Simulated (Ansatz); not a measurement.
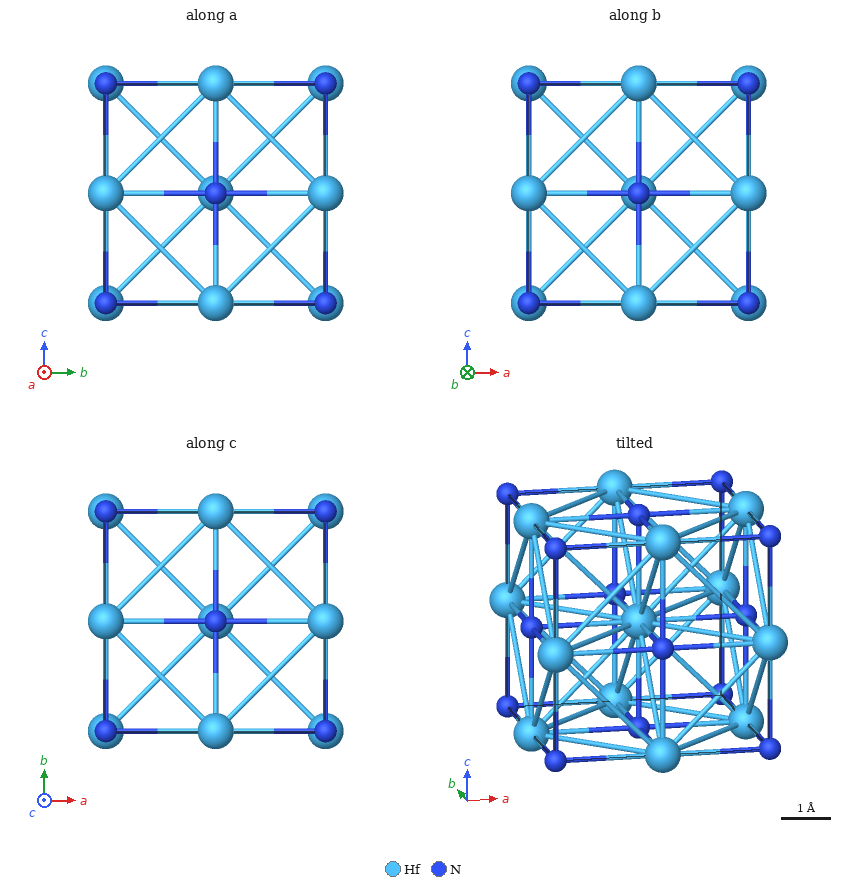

An orthographic ball-and-stick view of the structure, along the a axis, along the b axis, along the c axis and slightly off an axis. One conventional unit cell is framed, with atoms on its boundary repeated.

Lattice parameters: a = 4.5478 Å, b = 4.5478 Å, c = 4.5478 Å, α = 90.000°, β = 90.000°, γ = 90.000°.

From the views, write a CIF with its space group and independent sites.

```cif
data_structure
_symmetry_space_group_name_H-M 'F m -3 m'
_symmetry_Int_Tables_number 225
_cell_length_a 4.5478
_cell_length_b 4.5478
_cell_length_c 4.5478
_cell_angle_alpha 90.000
_cell_angle_beta 90.000
_cell_angle_gamma 90.000
_cell_volume 94.06
loop_
_atom_site_label
_atom_site_type_symbol
_atom_site_symmetry_multiplicity
_atom_site_Wyckoff_symbol
_atom_site_fract_x
_atom_site_fract_y
_atom_site_fract_z
_atom_site_occupancy
Hf1 Hf 4 b 0.5000 0.0000 0.0000 1
N1 N 4 a 0.0000 0.0000 0.0000 1
```

The model was built from a structure type filled with these elements by a generator (whether the compound takes this form wasn't checked). Cell shown after relaxation with Ansatz 0.2.0, DFT PBE, scalar-relativistic, plane waves, PAW.
